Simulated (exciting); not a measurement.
Consider LaGaO3, space group Pm-3m.

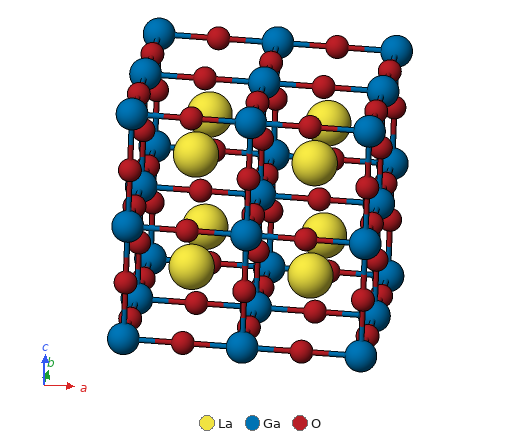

The structure (lanthanum yellow, gallium blue, oxygen red). 2×2×2 cells are drawn. Some periodic images of atoms are drawn too.

```xyz
5
Lattice="3.9135 0.0000 0.0000 0.0000 3.9135 0.0000 0.0000 0.0000 3.9135" Properties=species:S:1:pos:R:3 pbc="T T T"
La    1.9567    1.9567    1.9567
Ga    0.0000    0.0000    0.0000
O     1.9567    0.0000    0.0000
O     0.0000    0.0000    1.9567
O     0.0000    1.9567    0.0000
```

Absorber: atom 3, with 2 Ga at 1.96 Å (linear, site symmetry 4/mmm). Method: exciting, all-electron LAPW+lo, LDA, exchange and screened direct term (singlet BSE), 4×4×4 shifted k points, 34 conduction bands, |G+q| up to 3 bohr⁻¹, full RPA screening with nempty = 58, Lorentzian half width 0.45 eV.

Question: What does the O K spectrum look like, and is there a bound core exciton?

Bound core exciton? Undecided on this mesh: the first bright state (over 5 % of the brightest) lies at -0.44 eV from the Kohn–Sham onset and at -0.67 eV from the lowest bare transition of its own mesh; weaker or dark states reach down to -0.54 eV. Maxima (height): -0.1 eV (0.49), 1.5 eV (1.00), 7.8 eV (0.69), 10.4 eV (0.34) and 17.2 eV (0.20).

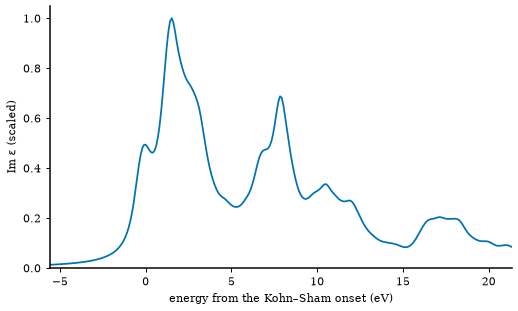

Energy from the Kohn–Sham onset, core level to the lowest empty state found on the meshes used; Im ε in relative units.

Binding energies aren't converged on 64 k points, and fine structure above the first lines is partly noise of the mesh. The kernel cutoff is low for a compact core orbital, so the effect of exchange is a lower bound. The zero comes from the unshifted 4×4×4 ground-state mesh; it is exact only where the band minimum lies on that mesh. The structure is a Materials Project entry, computed there, and may be a hypothetical form.

[Banner, clock and machine lines of the logs are left out without a mark of their own.]

[Logs are printed without paths, hosts, clocks, repeated set-up lines and the standing remarks that a program may print on its own settings, such as how far it seeks lower states.]

[Hosts, paths, dates, database ids (printed as entryN), source tags and the programs' standing remarks are cut or masked in the printed files.]
